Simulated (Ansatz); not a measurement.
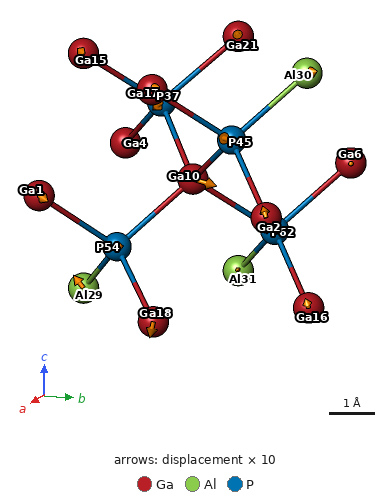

This is a relaxation of crystalline Ga₂₂Al₁₀P₃₂ (a generated structure, set up in P1). The starting structure is drawn; orange arrows show the displacements, magnified 10 times.

Style: ball-and-stick. Shown: the atoms within 4.2 Å of the atom that moves most (axes of the cell of the calculation), slightly off an axis.

Theory: DFT, PBEsol, PAW, plane waves (Ansatz 0.2.0). (plane-wave cutoff 420 eV; k-point mesh 1 × 1 × 1; mesh shifted by (0.25, 0.25, 0.25); no spin polarisation; cell relaxed at fixed shape; force threshold 0.03 eV/Å; at most 80 steps)

Question: What did the optimiser do to the structure, and how much energy did it gain?

Answer: Ga10 moves most: 0.061 Å roughly along [0 3 −1]. Largest moves by element: Ga 0.061 Å, P 0.055 Å, Al 0.046 Å. The lattice vectors keep their values. Among the contacts that change: Ga10–P45 2.433 → 2.356 Å, Ga10–P37 2.310 → 2.359 Å, Ga4–P37 2.401 → 2.358 Å, Ga15–P37 2.328 → 2.356 Å. Bond angles that change, for instance: Ga10–P45–Ga17 105.8° → 109.6°, P45–Ga10–P62 106.1° → 109.5°, P37–Ga10–P54 112.5° → 109.5°. The space group stays P1 (No. 1). The energy falls by 0.426 eV per cell of the calculation in 3 geometry steps. The largest force component goes from 0.87 to 0.016 eV/Å. The pressure goes from 0.15 to 0.02 GPa. Cost: 42 s on 8 threads of Intel(R) Xeon(R) Platinum 8488C, peak memory 2.4 GiB.
